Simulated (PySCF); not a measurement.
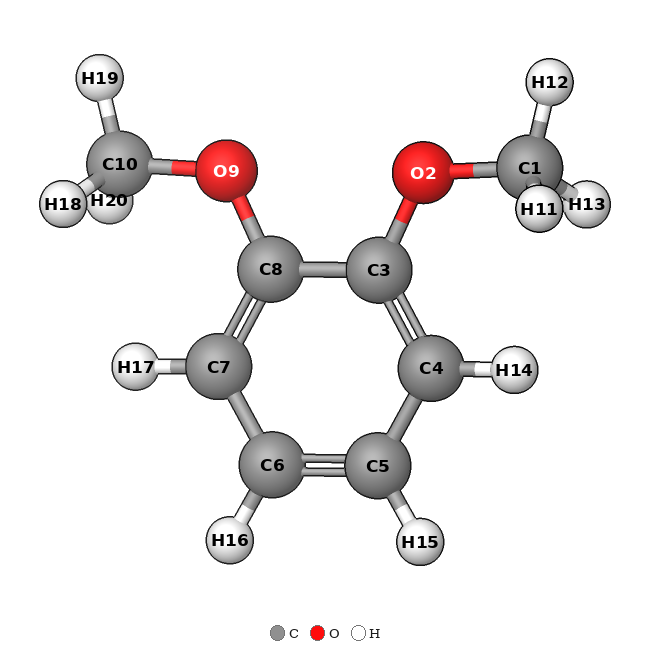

The computed structure is the end point of a PBE0-D3(BJ)/def2-SVP optimisation. No frequency run is at hand to confirm it as a minimum. Electric field gradients from the ground-state density, PBE0/pcSseg-1 (PySCF 2.14.0), non-relativistic apart from any core potentials.

Give the largest field-gradient component, the quadrupole coupling constant and the asymmetry for 17O at O2 (Q = −25.6 mb).

```csv
atom,V_zz (a.u.),e²qQ/h (MHz),η
O2,1.955,−11.76,0.63
```
